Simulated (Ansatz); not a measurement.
**Run report: Ta2Co7Ni7, single-point calculation (part 1 of 2)**

Ta2Co7Ni7 (disordered cell, 16 atoms in the cell), computed with DFT PBE, scalar-relativistic, plane waves, PAW, no spin polarisation (Ansatz 0.2.0).

It belongs to a series of runs on one base structure; here: last frame at 2810 K on a finer mesh. Figures and captions count atoms from 1; the log counts them from 0 in places.

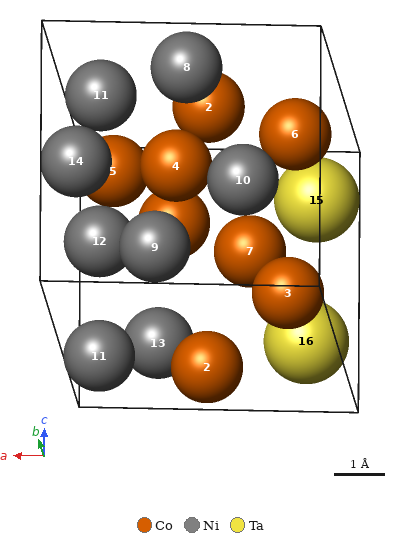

The structure (spheres-only view of the cell of the calculation, seen at an oblique angle; atoms are numbered from 1 in the order of the input).

### Input file
```yaml
crystal:
  lattice:
    - [5.628937, 0.247652, 0.128821]
    - [0.247652, 5.758279, -0.119491]
    - [0.128821, -0.119491, 5.970624]
  atoms:
    - { symbol: Co, position: [0.623218175, 0.2881294317, 0.5759167891] }
    - { symbol: Co, position: [0.4853699176, 0.4029574231, 0.9694283362] }
    - { symbol: Co, position: [0.153584638, 0.7093918276, 0.1123883451] }
    - { symbol: Co, position: [0.5633320438, 0.6630664343, 0.6151312073] }
    - { symbol: Co, position: [0.8758898921, 0.0450675798, 0.8871712694] }
    - { symbol: Co, position: [0.1311340244, 0.7081312649, 0.7230620999] }
    - { symbol: Co, position: [0.3195780498, 0.5051405527, 0.367389981] }
    - { symbol: Ni, position: [0.4927746917, 0.9123081517, 0.8730924774] }
    - { symbol: Ni, position: [0.6211008092, 0.7830465554, 0.2451263472] }
    - { symbol: Ni, position: [0.2835850928, 0.9476713849, 0.4295115522] }
    - { symbol: Ni, position: [0.860697613, 0.4776038302, 0.9683076593] }
    - { symbol: Ni, position: [0.861698829, 0.4794814586, 0.4068784158] }
    - { symbol: Ni, position: [0.6922129618, 0.1781823175, 0.1663399735] }
    - { symbol: Ni, position: [0.8798366807, 0.9569746054, 0.4821474571] }
    - { symbol: Ta, position: [0.114163513, 0.2766727317, 0.6808453445] }
    - { symbol: Ta, position: [0.1564980127, 0.2194862655, 0.1636051265] }
basis:
  ecutwfc: 420
kpoints:
  mp_grid: { grid: [4, 4, 4] }
hamiltonian:
  xc: pbe
scf:
  occupations: { method: fermi_dirac, width: 0.2421 }
output:
  forces: true
  stress: true
  eigenvalues: true
  populations: true
  write_density: true
  write_potential: true
  elf: true
  volumetric_format: npy
```

Machine: 2 threads of Intel Xeon @ 2.90GHz (Ice Lake), 64 GiB of memory available, shared host.

Launched with:
```bash
ansatz run input.yaml --threads 2 --pin off --max-ram 5120MiB --backend cpu --events-out ev --progress --plain --runs-dir out
```

### Log
```
band count auto-derived: 169 (N_el = 271.0; filled up to band 136; 163 by the electrons, moments and atoms)
Engine: ansatz 0.2.0, x86_64-unknown-linux-gnu
Pseudopotentials: kind: paw
Pseudopotential: Co, paw, valence charge 17, recommended cutoff 420 eV (normal), Co.paw.azcp
Pseudopotential: Ni, paw, valence charge 18, recommended cutoff 420 eV (normal), Ni.paw.azcp
Pseudopotential: Ta, paw, valence charge 13, recommended cutoff 420 eV (normal), Ta.paw.azcp
Functional definition: PBE
  parameter kappa = 0.804
  parameter beta = 0.06672455060314922
  exchange = pbe_x(kappa = kappa, mu = beta*pi^2/3)
  correlation = pbe_c(beta = beta)
Crystal: 16 atoms, lattice volume = 192.976 Å³
Basis set: ecut = 420 eV, 3759 PW (Γ), exchange–correlation on 80×80×80 points (8 copies of the dense FFT grid, shifted against one another)
Bands: 169, of which v1, the nominal top of the filled ones, is band 136 counted from 1 (135 counted from 0)
Symmetry: 1 space group operations
Space group: P1 (ITA 1), of the structure as read, at distance tolerance 5.8e-5 Å
k-points: 36 of 64 (time reversal used)
Non-local potential: Co, projectors of the file, l = 0: 3, l = 1: 2, l = 2: 3, l = 3: 1
Non-local potential: Ni, projectors of the file, l = 0: 3, l = 1: 2, l = 2: 3, l = 3: 1
Non-local potential: Ta, projectors of the file, l = 0: 3, l = 1: 2, l = 2: 2, l = 3: 1
PAW form: soft (Blöchl's): semilocal exchange-correlation on the pseudo side does not see the compensation charge
PAW one-centre angular grid: Co, 590 points (default); XC on 64 Gauss nodes
PAW one-centre angular grid: Ni, 590 points (default); XC on 64 Gauss nodes
PAW one-centre angular grid: Ta, 590 points (default); XC on 64 Gauss nodes
Initial density: superposition of atomic densities (neutral atoms: chi_scale 0, normalization atom), corrected by the library's trained network
Initial wavefunctions: pseudopotential atomic-orbital guess
Functional: x = pbe(κ = 0.804, μ = 0.2195149727645171), c = pbe(β = 0.06672455060314922)
SCF iter   1: F=—  HF=-96621.291240 eV  |F-HF|=—  |Δ(HF+E_count)|=         —  Δρ=2.17e-2  dr2=9.05e-1  ethr=1.77e-3  ⟨swp⟩=4.9  Hψ=18449  notcnv=0  defer=64
preconditioner: auto → Kerker (q_TF=auto, 2.887 Å⁻¹)  [metal: Δε(μ)=0.006 eV  Ē_g=6.505 eV  σ=0.242 eV  W_gap=0.01  n_scr=80 (ndim 8)  ℏωp=32.0 eV  f_vac=0.000  D(μ)=25.91/eV (n_scr^D=398)]
SCF iter   2: F=—  HF=-96621.268989 eV  |F-HF|=—  |Δ(HF+E_count)|=   2.23e-2  Δρ=9.34e-3  dr2=2.15e-1  ethr=3.34e-4  ⟨swp⟩=1.0  Hψ=7020  notcnv=0  defer=66
SCF iter   3: F=—  HF=-96621.262789 eV  |F-HF|=—  |Δ(HF+E_count)|=   6.20e-3  Δρ=1.67e-3  dr2=1.15e-2  ethr=7.94e-5  ⟨swp⟩=1.0  Hψ=5981  notcnv=0  defer=66
SCF iter   4: F=—  HF=-96621.262445 eV  |F-HF|=—  |Δ(HF+E_count)|=   3.44e-4  Δρ=4.19e-4  dr2=5.65e-4  ethr=4.26e-6  ⟨swp⟩=1.5  Hψ=6079  notcnv=0  defer=66
SCF iter   5: F=—  HF=-96621.262413 eV  |F-HF|=—  |Δ(HF+E_count)|=   3.24e-5  Δρ=2.51e-4  dr2=9.66e-5  ethr=2.08e-7  ⟨swp⟩=2.4  Hψ=10002  notcnv=0  defer=66
SCF iter   6: F=—  HF=-96621.262471 eV  |F-HF|=—  |Δ(HF+E_count)|=   5.86e-5  Δρ=1.00e-4  dr2=2.26e-5  ethr=3.56e-8  ⟨swp⟩=2.5  Hψ=8642  notcnv=0  defer=66
SCF iter   7: F=—  HF=-96621.262471 eV  |F-HF|=—  |Δ(HF+E_count)|=   9.63e-8  Δρ=5.12e-5  dr2=6.84e-6  ethr=8.32e-9  ⟨swp⟩=1.0  Hψ=5981  notcnv=0  defer=66
SCF iter   8: F=—  HF=-96621.262471 eV  |F-HF|=—  |Δ(HF+E_count)|=   3.75e-7  Δρ=2.53e-5  dr2=9.07e-7  ethr=2.52e-9  ⟨swp⟩=1.0  Hψ=5981  notcnv=0  defer=66
SCF iter   9: F=—  HF=-96621.262471 eV  |F-HF|=—  |Δ(HF+E_count)|=   7.10e-8  Δρ=1.15e-5  dr2=2.64e-7  ethr=3.35e-10  ⟨swp⟩=1.0  Hψ=5981  notcnv=0  defer=66
SCF iter  10: F=-96621.262471 eV  HF=-96621.262471 eV  |F-HF|=1.71e-8  |Δ(HF+E_count)|=   1.31e-8  Δρ=4.40e-6  dr2=1.73e-8  ethr=3.69e-11  ⟨swp⟩=13.2  Hψ=39846  notcnv=0
SCF 1 converged in 10 iterations: F = -96621.262471 eV  dr2 = 1.73e-8
  greatest PAW one-centre occupation: 1.001 electrons in one spin orbital (limit 2), on the Ni atom at site 7 (counted from 0), in its partial waves of l = 1
```

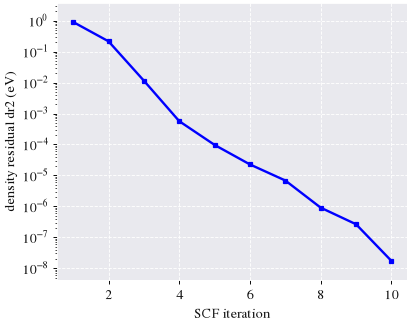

Convergence of the self-consistent field: density residual dr2 against the SCF iteration. The residual falls at every step.

```
SCF converged after 10 iterations
Free energy (F): -96621.262471 eV
Harris-Foulkes:  -96621.262471 eV  (|F-HF|=1.71e-8)
Internal energy: -96616.388725 eV  (E = F + TS)
E sigma→0 (E₀):  -96618.825598 eV
Entropy (-TS):   -4.873745 eV (-304.609 meV/atom)
Fermi energy:    18.036054 eV
--- Per-component energies (eV) ---
  E_band       = -4042.327868
  E_kinetic    = 5912.741366
  E_local      = -49497.813609  (includes V_loc(G=0)·N_el)
  E_nonlocal   = 7679.098800
  E_hartree    = 20917.148836
  E_xc         = -2146.632659
  E_vxc        = -2613.990507  (∫ρ·V_xc dr)
  E_paw        = -38824.284454  (= ΣΔE_a)
  E_vpaw       = -7356.660182  (= ΣTr[D̂ρ^β])
  E_aug_tail   = 0.004363  (compensation charges beyond the density's cutoff)
  E_ewald      = -40656.651369
  E_smearing   = -4.873745  (= −TS)
  E_closure    = -0.000000  (closes the sum)
  Σ components = -96621.262471   (vs F -96621.262471, Δ=0.00e0)
--- Forces (eV/Å), atoms counted from 1 ---
  atom   1  Co    -2.27451732    -3.41797451     2.45292552
  atom   2  Co    -3.23619074     1.80557081    -2.23637960
  atom   3  Co    -0.54629406     1.38216608    -0.79495398
  atom   4  Co     0.00675432     0.35831553     0.35216229
  atom   5  Co     1.38741277    -2.57713611    -2.44920836
  atom   6  Co    -0.03763237     0.25859554    -0.20142722
  atom   7  Co     0.85838616     0.34150691     1.20012582
  atom   8  Ni    -1.32407943     1.95017898     1.59818899
  atom   9  Ni     0.01743956    -0.39336626    -1.73289504
  atom  10  Ni     1.54496222    -0.66961863     1.00574176
  atom  11  Ni     0.18174486     1.85245656    -0.07498965
  atom  12  Ni     2.87810983     2.15731022    -2.12874205
  atom  13  Ni    -1.56157608    -0.38012741     4.78580863
  atom  14  Ni    -0.36267318    -0.87936240    -0.18671238
  atom  15  Ta     2.24818836     0.11583147    -0.60142134
  atom  16  Ta     0.21997973    -1.90437731    -0.98822202
  max |Σ_I F_I| component: 3.05e-5 eV/Å
--- Stress (GPa, compression-positive) ---
       10.376320      -2.696997      -3.905946
       -2.696996       9.228336       1.619440
       -3.905945       1.619437      16.364779
  P = ⅓ Tr σ = 11.9898 GPa (119.898 kbar)
--- Band table (eV; the first three rows and the last of 36) ---
  k-point 0: bands = ["-85.5373", "-85.5230", "-85.4198", "-85.4047", "-85.2215", "-85.1403", "-85.0409", "-76.9596", "-76.9291", "-76.8596", "-76.8273", "-76.7865", "-76.7419", "-76.7090", "-49.8630", "-49.8332", "-46.0682", "-46.0458", "-46.0170", "-45.9742", "-45.9423", "-45.9253", "-45.8393", "-45.8155", "-45.7877", "-45.7648", "-45.7604", "-45.7411", "-45.7293", "-45.6730", "-45.6191", "-45.5331", "-45.4928", "-45.4752", "-45.4142", "-45.4050", "-45.3888", "-40.5830", "-40.4630", "-40.3368",
      "-40.3304", "-40.2457", "-40.1962", "-40.1829", "-40.1578", "-40.1316", "-40.1174", "-40.0974", "-40.0786", "-40.0738", "-40.0638", "-40.0220", "-39.9874", "-39.9753", "-39.9694", "-39.9493", "-39.9460", "-39.9210", "-16.6834", "-16.4834", "-16.4386", "-16.4336", "-16.3767", "-16.1663", "9.2261", "12.7215", "12.8604", "12.9599", "13.1264", "13.2023", "13.3146", "13.3851", "13.4686", "13.5783", "13.6072", "13.8237", "13.9079", "13.9710", "14.0733", "14.3503",
      "14.4475", "14.4687", "14.5398", "14.5999", "14.6674", "14.8498", "14.8828", "14.9721", "15.0296", "15.1536", "15.2199", "15.2683", "15.2970", "15.3749", "15.4648", "15.4849", "15.5589", "15.6278", "15.7202", "15.7996", "15.8778", "16.0012", "16.0300", "16.1135", "16.2141", "16.3373", "16.3447", "16.3864", "16.4484", "16.5786", "16.6098", "16.6802", "16.7490", "16.7935", "16.8910", "16.8991", "16.9342", "16.9510", "16.9999", "17.0777",
      "17.1283", "17.1896", "17.2313", "17.3180", "17.3770", "17.4238", "17.4716", "17.5144", "17.5419", "17.6275", "17.6391", "17.7017", "17.7370", "17.8414", "17.8999", "18.0266", "18.0476", "18.1692", "18.2326", "18.3218", "18.4192", "18.6193", "18.7437", "19.0873", "19.2500", "19.2868", "19.5099", "19.5991", "19.8621", "19.8693", "20.1535", "20.4390", "20.8795", "21.4395", "21.6555", "22.0133", "22.2205", "23.1921", "23.9909", "24.1851",
      "24.4692", "24.6175", "25.1851", "25.4590", "25.5208", "26.5604", "27.4985", "27.8482", "28.2815"]
```
